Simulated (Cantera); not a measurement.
Charge: 1 mol SiHCl3, 2.4 mol NH3, held at 8.40 Pa.

These are equilibrium values from Cantera (NASA tables, ideal gas, pure condensed phases), not measurements of a reactor. Candidate condensed phases: NH4Cl, Si, Si3N4; 28 gas species. The tables' values for SiCl3, SiCl are old estimates; treat these amounts as uncertain. The numbers say what is thermodynamically allowed, not how fast it happens.

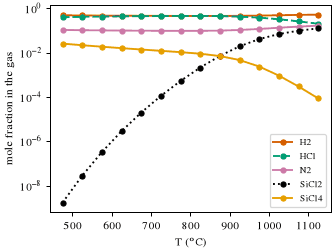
Figure. Equilibrium gas composition (values under 1e-9 drawn at 1e-9)

Q: Read off the mole fractions at 775 °C.

A: H2 about 0.45, HCl about 0.45, N2 about 0.095, SiCl4 about 0.010, SiCl2 about 0.00053.
